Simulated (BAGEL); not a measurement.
**GaHClOF (SMILES [OH][Ga]([F])[Cl]): a chain of runs**

Wanted: the energy (HF/def2-SV(P)), then the energy (NEVPT2(2,2)/def2-SV(P)), then a single-point energy (CASPT2(2,2)/def2-SV(P)) of GaHClOF. 

The results are computed with BAGEL 1.2.2.

## 1. Starting point

GaHClOF: 5 atoms, total charge 0, spin state singlet. SMILES: `[OH][Ga]([F])[Cl]`. The O1–H5 distance was set to 1.537 Å, away from the relaxed value. At this shape a bond of the SMILES string is far longer than usual.

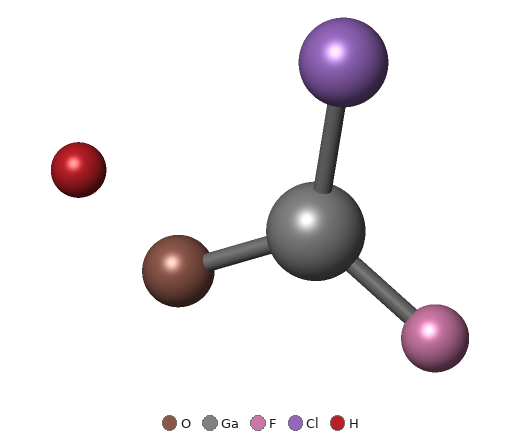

Viewed from a chosen angle; oxygen brown, gallium grey, fluorine pink, chlorine purple, hydrogen red.

## 2. The energy at HF/def2-SV(P) (density fitting with svp-jkfit) (run 1)

File hf.json:

```json
{ "bagel" : [

{
  "title" : "molecule",
  "basis" : "def2-sv_p_.json",
  "df_basis" : "svp-jkfit",
  "geometry" : [
    { "atom" : "O", "xyz" : [ -1.03753334, -2.39579478,  0.01958134 ] },
    { "atom" : "Ga", "xyz" : [ -0.21342378,  0.26286090, -1.80324848 ] },
    { "atom" : "F", "xyz" : [ -0.90600840,  0.16780768, -5.00179892 ] },
    { "atom" : "Cl", "xyz" : [  1.55460398,  3.53038635, -0.33020696 ] },
    { "atom" : "H", "xyz" : [ -0.34393015, -2.11913888,  2.82665234 ] }
  ]
},
{
  "title" : "hf"
},
{
  "title" : "print",
  "file" : "orbitals.molden",
  "orbitals" : true
}

]}
```

The basis set def2-SV(P) is read from a file made from the Basis Set Exchange's data (not shown).

Command:

```bash
BAGEL_NUM_THREADS=1 BAGEL hf.json > hf.out
```

The log of the run:

```text
* using 1 threads per process

  ===============================================================
  ===============================================================

  *** Geometry ***

  { "atom" : "O", "xyz" : [     -1.037533,     -2.395795,      0.019581 ] },
  { "atom" : "Ga", "xyz" : [     -0.213424,      0.262861,     -1.803248 ] },
  { "atom" : "F", "xyz" : [     -0.906008,      0.167808,     -5.001799 ] },
  { "atom" : "Cl", "xyz" : [      1.554604,      3.530386,     -0.330207 ] },
  { "atom" : "H", "xyz" : [     -0.343930,     -2.119139,      2.826652 ] },

  Number of auxiliary basis functions:      566

  Since a DF basis is specified, we compute 2- and 3-index integrals:
    o Being stored without compression. Storage requirement is 0.029 GB

  Number of basis functions:       80
  Number of electrons      :       66

    * METHOD: MOLECULE                             0.31

  *** RHF ***

  === Nuclear Repulsion ===
   362.1471705513

      * DIIS with orbital gradients will be used.

  === RHF iteration (def2-sv_p_.json) ===
      0      -2556.76209095          0.02508676           0.13
      1      -2556.84930793          0.02307402           0.12
      2      -2557.09127314          0.00224638           0.14
      3      -2557.09427010          0.00095415           0.13
      4      -2557.09511332          0.00028376           0.13
      5      -2557.09521258          0.00009525           0.13
      6      -2557.09522446          0.00003785           0.13
      7      -2557.09522655          0.00001167           0.13
      8      -2557.09522670          0.00000535           0.13
      9      -2557.09522675          0.00000302           0.13
     10      -2557.09522677          0.00000207           0.13
     11      -2557.09522677          0.00000069           0.13
     12      -2557.09522677          0.00000027           0.13
     13      -2557.09522677          0.00000013           0.13
     14      -2557.09522677          0.00000005           0.13
     15      -2557.09522677          0.00000002           0.13
     16      -2557.09522677          0.00000001           0.12
     17      -2557.09522677          0.00000001           0.13
    * SCF iteration converged.

    * Permanent dipole moment:
           (   -0.253232,    -0.033580,    -1.174909) a.u.

    * METHOD: HF                                   2.61

    * METHOD: PRINT                                0.01

  ===============================================================
```

Wall time 3.3 s (1 thread of Arm Neoverse V2, shared host); peak memory 0.14 GiB.

## 3. The energy at NEVPT2(2,2)/def2-SV(P) (density fitting with svp-jkfit) (run 2)

File calc.json:

```json
{ "bagel" : [

{
  "title" : "molecule",
  "basis" : "def2-sv_p_.json",
  "df_basis" : "svp-jkfit",
  "geometry" : [
    { "atom" : "O", "xyz" : [    -1.03753334,    -2.39579478,     0.01958134 ] },
    { "atom" : "Ga", "xyz" : [    -0.21342378,     0.26286090,    -1.80324848 ] },
    { "atom" : "F", "xyz" : [    -0.90600840,     0.16780768,    -5.00179892 ] },
    { "atom" : "Cl", "xyz" : [     1.55460398,     3.53038635,    -0.33020696 ] },
    { "atom" : "H", "xyz" : [    -0.34393015,    -2.11913888,     2.82665234 ] }
  ]
},

{
  "title" : "hf"
},

{
  "title" : "nevpt2",
  "nstate" : 1,
  "nact" : 2,
  "nclosed" : 32,
  "active" : [29, 34],
  "maxiter" : 200,
  "natocc" : true,
  "ncore" : 16
},

{
  "title" : "print",
  "file" : "orbitals.molden",
  "orbitals" : true
}

]}
```

The basis set def2-SV(P) is read from a file made from the Basis Set Exchange's data (not shown).

Command:

```bash
BAGEL_NUM_THREADS=1 BAGEL calc.json > calc.out
```

The log of the run:

```text
* using 1 threads per process

  ===============================================================
  ===============================================================

  *** Geometry ***

  { "atom" : "O", "xyz" : [     -1.037533,     -2.395795,      0.019581 ] },
  { "atom" : "Ga", "xyz" : [     -0.213424,      0.262861,     -1.803248 ] },
  { "atom" : "F", "xyz" : [     -0.906008,      0.167808,     -5.001799 ] },
  { "atom" : "Cl", "xyz" : [      1.554604,      3.530386,     -0.330207 ] },
  { "atom" : "H", "xyz" : [     -0.343930,     -2.119139,      2.826652 ] },

  Number of auxiliary basis functions:      566

  Since a DF basis is specified, we compute 2- and 3-index integrals:
    o Being stored without compression. Storage requirement is 0.029 GB

[... 18 lines left out ...]
    * SCF iteration converged.
[... 1 line left out ...]
    * Permanent dipole moment:
[... 28 lines left out ...]
    * Second-order optimization converged. *

     guess   0:   closed 1.                   open ..

  === FCI iteration ===

      0  0     -2557.09126917     1.04e-01      0.00
      1  0     -2557.14849784     1.70e-02      0.00
      2  0 *   -2557.15060216     1.39e-15      0.00

     * ci vector, state   0, <S^2> = 0.0000
       2.     0.9609795336
       .2    -0.2766194785

  === DF-NEVPT2 calculation ===

    * 3-index integral transformation done
    * assembly done

      NEVPT2 correlation energy:   -0.6827772936      0.14

          (+0)     -0.6060183935
          (+0)'    -0.0293899501
          (+1)     -0.0088090405
          (+1)'    -0.0000000000
          (+2)     -0.0006070237
          (-1)     -0.0356276809
          (-1)'     0.0000000000
          (-2)     -0.0023252048

      NEVPT2 total energy:       -2557.8333794486

    * METHOD: NEVPT2                              10.09

    * METHOD: PRINT                                0.01

  ===============================================================
```

Run time: 14 s. Hardware: 1 thread of Arm Neoverse V2, shared host; peak memory 0.14 GiB.

## 4. A single-point energy at CASPT2(2,2)/def2-SV(P) (density fitting with svp-jkfit) (run 3)

File input.json:

```json
{ "bagel": [

{
  "title": "molecule",
  "basis": "def2-sv_p_.json",
  "df_basis": "svp-jkfit",
  "angstrom": "false",
  "geometry": [
    { "atom": "O", "xyz": [    -1.03753334,    -2.39579478,     0.01958134 ] },
    { "atom": "Ga", "xyz": [    -0.21342378,     0.26286090,    -1.80324848 ] },
    { "atom": "F", "xyz": [    -0.90600840,     0.16780768,    -5.00179892 ] },
    { "atom": "Cl", "xyz": [     1.55460398,     3.53038635,    -0.33020696 ] },
    { "atom": "H", "xyz": [    -0.34393015,    -2.11913888,     2.82665234 ] }
  ]
},

{
  "title": "hf"
},

{
  "title": "casscf",
  "nstate": 1,
  "nact": 2,
  "nclosed": 32,
  "active": [29, 34],
  "maxiter": 200,
  "natocc": "true"
},

{
  "title": "print",
  "file": "orbitals.molden",
  "orbitals": "true"
},

{
  "title": "smith",
  "method": "caspt2",
  "ms": "true",
  "xms": "true",
  "sssr": "true",
  "shift": 0.2,
  "shift_imag": "true",
  "ncore": 16
}

]}
```

The basis set def2-SV(P) is read from a file made from the Basis Set Exchange's data (not shown).

Command:

```bash
BAGEL_NUM_THREADS=1 BAGEL input.json > input.out
```

The log of the run:

```text
* using 1 threads per process

  ===============================================================
  ===============================================================

  *** Geometry ***

  { "atom" : "O", "xyz" : [     -1.037533,     -2.395795,      0.019581 ] },
  { "atom" : "Ga", "xyz" : [     -0.213424,      0.262861,     -1.803248 ] },
  { "atom" : "F", "xyz" : [     -0.906008,      0.167808,     -5.001799 ] },
  { "atom" : "Cl", "xyz" : [      1.554604,      3.530386,     -0.330207 ] },
  { "atom" : "H", "xyz" : [     -0.343930,     -2.119139,      2.826652 ] },

  Number of auxiliary basis functions:      566

  Since a DF basis is specified, we compute 2- and 3-index integrals:
    o Being stored without compression. Storage requirement is 0.029 GB

[... 18 lines left out ...]
    * SCF iteration converged.
[... 1 line left out ...]
    * Permanent dipole moment:
[... 27 lines left out ...]
    * Second-order optimization converged. *
[... 9 lines left out ...]
     * ci vector, state   0, <S^2> = 0.0000
[... 16 lines left out ...]
    * Zeroth order energy : state  0       -0.9052944790
[... 4 lines left out ...]
       #      aibj      arbs      arbi      airj      risj      airs      arst      rist         Etot      error   time
[... 2 lines left out ...]
       0  -0.60423  -0.00280  -0.03623  -0.00906  -0.00079  -0.02781  -0.00000  -0.00000   -0.6809125  0.0011697   0.07
       1  -0.60431  -0.00281  -0.03635  -0.00911  -0.00081  -0.02812  -0.00000  -0.00000   -0.6815189  0.0001295   0.07
       2  -0.60431  -0.00281  -0.03634  -0.00911  -0.00081  -0.02814  -0.00000  -0.00000   -0.6815282  0.0000219   0.07
       3  -0.60431  -0.00282  -0.03634  -0.00910  -0.00082  -0.02814  -0.00000  -0.00000   -0.6815284  0.0000036   0.07
       4  -0.60431  -0.00282  -0.03634  -0.00910  -0.00082  -0.02814   0.00000  -0.00000   -0.6815285  0.0000006   0.07

      ------------------------------------------------------------------------------------------------------------------

    * CASPT2 energy : state  0    -2557.8346230969
        w/o shift correction      -2557.8321306069
        reference weight              0.8462477468

    * METHOD: SMITH                                0.67

  ===============================================================
```

It took 14 s on 1 thread of Arm Neoverse V2, shared host; peak memory 0.19 GiB.

## 5. What came out

```
                                   quantity           value
         run 1, HF/def2-SV(P): total energy  -2557.09523 Eh
        run 1, HF/def2-SV(P): dipole moment          3.06 D
          run 1, HF/def2-SV(P): HOMO energy       -12.93 eV
          run 1, HF/def2-SV(P): LUMO energy         0.66 eV
        run 1, HF/def2-SV(P): HOMO–LUMO gap        13.59 eV
run 2, NEVPT2(2,2)/def2-SV(P): total energy  -2557.83338 Eh
run 3, CASPT2(2,2)/def2-SV(P): total energy  -2557.83462 Eh
```
